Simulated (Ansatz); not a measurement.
Start from WSi₂ (space group I4/mmm, No. 139; a = 3.203 Å, c = 7.818 Å; relaxed with 0.1 eV smearing). Axes: x, y, z lie along a, b, c of the conventional cell.

Structures relaxed with Kohn–Sham DFT with the PBEsol functional, run in Ansatz (a program for electronic structure) with PAW and 420 eV plane waves, without spin-orbit coupling, earlier PAW set.

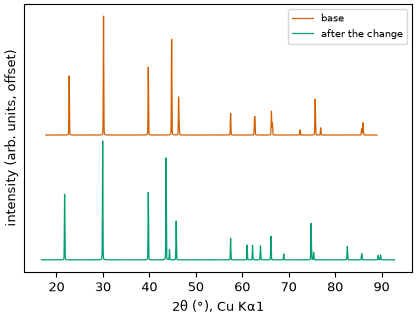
*Simulated powder patterns before (top) and after one change*

Q: What was done to the base?
A) strain tensor (xx, yy, zz, yz, xz, xy) = (+1.17, +1.44, −2.72, −0.31, −0.55, −1.59) %
B) uniaxial strain ε_zz = +4.45 %
C) strain tensor (xx, yy, zz, yz, xz, xy) = (+1.29, −0.68, −0.06, +0.01, −0.27, +1.60) %

A: B, uniaxial strain ε_zz = +4.45 %. Its volume per atom is 13.96 Å³ against 13.37 Å³, and its space group is I4/mmm (No. 139).

Whether these cells are dynamically stable was not tested. All final runs are without spin polarisation.
